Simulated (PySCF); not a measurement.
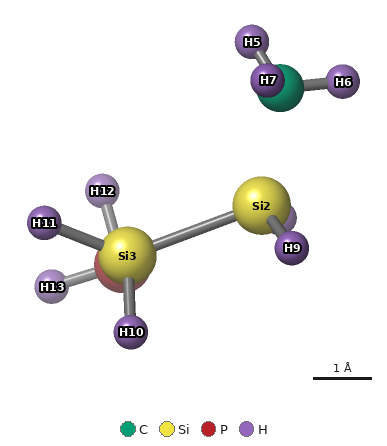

The structure as given in the input (ball-and-stick view, seen at a tilt; atoms are numbered from 1 in the order of the input). Sticks are drawn by distance; a stretched bond gets none, so the picture shows separate pieces.

## CH9PSi2: a changed input and its effect

System: CH9PSi2.
Method of run A: GIAO PBE0/pcSseg-1 NMR shielding, non-relativistic, gas phase (PySCF 2.14.0).

The geometry comes from this level: GFN2-xTB, MD frame at 425 fs, 600 K. Text and figures count atoms from 1; the logs count them from 0 in places.

**Input file, run A**
```
{"job": {"kind": "nmr", "xc": "PBE0", "basis": "pcSseg-1", "pop": false}, "charge": 0, "multiplicity": 1}
C     -3.105000    -1.069200     0.946300
Si    -1.269500    -1.140900    -0.113400
Si     0.225400     0.860800    -0.115800
P      1.718100     0.047700     1.270400
H     -3.150300    -0.775200     2.008900
H     -3.409300    -2.145900     0.942800
H     -3.758100    -0.446000     0.400300
H     -0.388200    -1.983600     0.572000
H     -1.652200    -1.219900    -1.542000
H      0.644100     1.009900    -1.610000
H      0.029400     2.420100     0.300000
H      1.184900     0.328400     2.523500
H      2.682200     0.968300     1.571900
```

The first line tells a small driver script what to run in PySCF; the rest is the geometry in Å.

Command:
```bash
OMP_NUM_THREADS=1 python <driver script> task.json out
```

Hardware: 1 CPU thread, shared host.

**Output (run A)**
```
coarse grid: 11544 points
cycle   1  E = -963.2820963899  dE = -2.392e-01  |g| = 3.136e-01  |ddm| = 3.036e+00
cycle   2  E = -963.2689904512  dE =  1.311e-02  |g| = 3.768e-01  |ddm| = 6.548e-01
cycle   3  E = -963.3097180461  dE = -4.073e-02  |g| = 3.207e-02  |ddm| = 3.767e-01
cycle   4  E = -963.3099896003  dE = -2.716e-04  |g| = 1.316e-02  |ddm| = 5.832e-02
cycle   5  E = -963.3100408453  dE = -5.124e-05  |g| = 2.210e-03  |ddm| = 2.197e-02
cycle   6  E = -963.3100418581  dE = -1.013e-06  |g| = 3.122e-04  |ddm| = 3.543e-03
final grid: 95336 points
cycle   7  E = -963.3323853996  dE = -1.401e-05  |g| = 4.579e-03  |ddm| = 1.589e-02
cycle   8  E = -963.3323825995  dE =  2.800e-06  |g| = 5.459e-03  |ddm| = 8.933e-03
cycle   9  E = -963.3323905037  dE = -7.904e-06  |g| = 4.992e-04  |ddm| = 4.985e-03
cycle  10  E = -963.3323905653  dE = -6.167e-08  |g| = 9.536e-05  |ddm| = 6.509e-04
cycle  11  E = -963.3323905683  dE = -2.914e-09  |g| = 2.098e-05  |ddm| = 1.749e-04
cycle  12  E = -963.3323905684  dE = -1.653e-10  |g| = 4.776e-06  |ddm| = 4.075e-05
converged SCF energy = -963.3323905684

GIAO shielding tensors (ppm)
atom      isotropic    diamagn.    paramagn.     s11        s22        s33       span
  0 C      183.366     247.997     -64.631    173.843    181.582    194.673     20.830
  1 Si     392.098     880.333    -488.235    325.901    399.486    450.906    125.004
  2 Si     423.561     879.642    -456.081    372.110    389.934    508.639    136.529
  3 P      586.665     968.307    -381.642    459.264    641.229    659.503    200.238
  4 H       30.537      29.368       1.169     26.352     28.110     37.150     10.798
  5 H       30.263      26.321       3.942     25.547     27.954     37.289     11.742
  6 H       31.746      29.688       2.057     26.925     29.270     39.043     12.119
  7 H       27.705      31.390      -3.685     23.797     28.046     31.271      7.474
  8 H       26.581      29.675      -3.094     22.756     25.641     31.345      8.589
  9 H       26.379      28.455      -2.076     23.345     24.238     31.555      8.210
 10 H       25.019      27.212      -2.193     21.064     23.256     30.736      9.672
 11 H       30.110      31.212      -1.102     24.690     28.344     37.296     12.606
 12 H       30.138      30.551      -0.413     24.439     26.072     39.903     15.464
```

The input of run B differs as follows (lines with − go, lines with + come):
```diff
-C     -3.105000    -1.069200     0.946300
-Si    -1.269500    -1.140900    -0.113400
-Si     0.225400     0.860800    -0.115800
-P      1.718100     0.047700     1.270400
-H     -3.150300    -0.775200     2.008900
-H     -3.409300    -2.145900     0.942800
-H     -3.758100    -0.446000     0.400300
-H     -0.388200    -1.983600     0.572000
-H     -1.652200    -1.219900    -1.542000
-H      0.644100     1.009900    -1.610000
-H      0.029400     2.420100     0.300000
-H      1.184900     0.328400     2.523500
-H      2.682200     0.968300     1.571900
+C     -3.006700    -0.321200     0.209400
+Si    -1.336500    -0.905900    -0.287700
+Si     0.566000     0.474100    -0.444600
+P      2.499000     0.035300     0.760900
+H     -2.930300     0.498400     0.862300
+H     -3.590300    -1.136000     0.758500
+H     -3.705600    -0.155100    -0.665200
+H     -0.896300    -1.878600     0.786500
+H     -1.417500    -1.585300    -1.545900
+H      0.919300     0.130900    -1.790600
+H      0.315500     2.047700    -0.429300
+H      1.957200     0.822700     1.794300
+H      3.079900     1.282300     0.375300
```

How does run B compare with run A?

With the same method and basis, run B lies 20.1 kcal/mol lower. The HOMO goes from −6.82 to −7.72 eV. The LUMO goes from −0.85 to −0.75 eV. The dipole moment goes from 1.37 to 1.77 D. Of all shieldings, the largest change is that of P4, by +46.5 ppm. The number of SCF iterations is the same.

**Output (run B)**
```
coarse grid: 11544 points
cycle   1  E = -963.3172651166  dE = -1.509e-01  |g| = 3.105e-01  |ddm| = 3.053e+00
cycle   2  E = -963.3118160985  dE =  5.449e-03  |g| = 3.371e-01  |ddm| = 5.603e-01
cycle   3  E = -963.3423457713  dE = -3.053e-02  |g| = 2.875e-02  |ddm| = 3.179e-01
cycle   4  E = -963.3425728245  dE = -2.271e-04  |g| = 7.261e-03  |ddm| = 4.553e-02
cycle   5  E = -963.3425899499  dE = -1.713e-05  |g| = 2.682e-03  |ddm| = 1.615e-02
cycle   6  E = -963.3425920823  dE = -2.132e-06  |g| = 3.698e-04  |ddm| = 4.781e-03
final grid: 95336 points
cycle   7  E = -963.3643701871  dE = -1.364e-05  |g| = 4.305e-03  |ddm| = 1.763e-02
cycle   8  E = -963.3643681373  dE =  2.050e-06  |g| = 5.034e-03  |ddm| = 7.982e-03
cycle   9  E = -963.3643747551  dE = -6.618e-06  |g| = 2.599e-04  |ddm| = 4.542e-03
cycle  10  E = -963.3643747696  dE = -1.452e-08  |g| = 6.289e-05  |ddm| = 3.701e-04
cycle  11  E = -963.3643747707  dE = -1.060e-09  |g| = 1.926e-05  |ddm| = 1.123e-04
cycle  12  E = -963.3643747708  dE = -1.269e-10  |g| = 4.218e-06  |ddm| = 3.815e-05
converged SCF energy = -963.3643747708

GIAO shielding tensors (ppm)
atom      isotropic    diamagn.    paramagn.     s11        s22        s33       span
  0 C      196.642     251.116     -54.474    191.024    197.271    201.631     10.608
  1 Si     422.761     880.948    -458.187    363.550    424.602    480.131    116.581
  2 Si     431.412     880.588    -449.177    375.867    435.601    482.767    106.900
  3 P      633.180     966.151    -332.970    530.043    655.977    713.520    183.477
  4 H       32.252      31.468       0.784     26.484     30.696     39.577     13.092
  5 H       29.836      26.592       3.243     24.803     27.180     37.523     12.720
  6 H       30.142      27.251       2.891     25.477     27.186     37.763     12.286
  7 H       27.094      29.859      -2.766     22.660     27.374     31.248      8.588
  8 H       28.025      30.819      -2.794     23.400     27.158     33.519     10.119
  9 H       28.023      30.934      -2.911     23.580     27.258     33.233      9.653
 10 H       26.212      28.530      -2.318     21.730     25.286     31.618      9.888
 11 H       30.150      29.986       0.164     24.967     27.887     37.595     12.628
 12 H       29.807      28.720       1.087     24.465     26.411     38.544     14.080
```

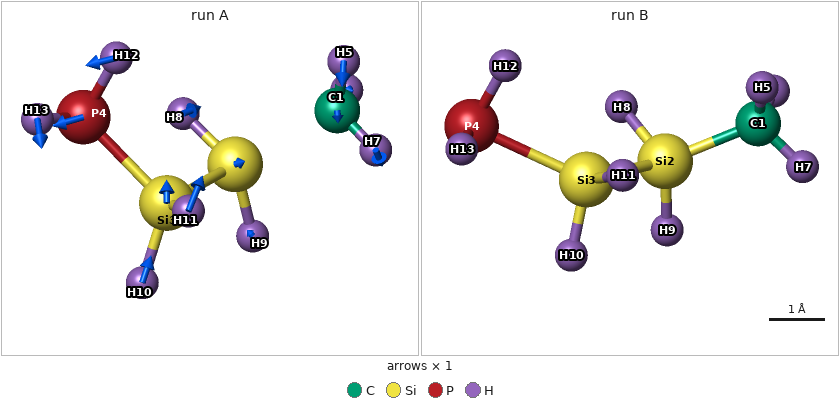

The two input geometries at one scale (ball-and-stick view, seen at a tilt). The blue arrows on the first give the shifts of the atoms after the best rigid fit, at true length. An H atom moves most after the best rigid fit: 0.74 Å. By element the largest moves are H 0.74 Å, P 0.61 Å, Si 0.44 Å, C 0.24 Å. Among the contacts that change: C–Si 2.121 → 1.838 Å, Si–Si 2.498 → 2.356 Å, P–Si 2.193 → 2.320 Å, H–Si 1.559 → 1.433 Å.

**The two runs side by side**

| quantity | run A | run B |
| --- | --- | --- |
| outcome | converged | converged |
| total energy (hartree) | −963.332391 | −963.364375 |
| HOMO (eV) | −6.82 | −7.72 |
| LUMO (eV) | −0.85 | −0.75 |
| dipole moment (D) | 1.37 | 1.77 |
| shielding of C1 (ppm) | 183.4 | 196.6 |
| shielding of Si2 (ppm) | 392.1 | 422.8 |
| shielding of Si3 (ppm) | 423.6 | 431.4 |
| shielding of P4 (ppm) | 586.7 | 633.2 |
| shielding of H5 (ppm) | 30.5 | 32.3 |
| shielding of H7 (ppm) | 31.7 | 30.1 |
| shielding of H10 (ppm) | 26.4 | 28.0 |
| SCF iterations | 12 | 12 |
| basis functions | 134 | 134 |
| wall time (shared host) | 14 s | 15 s |
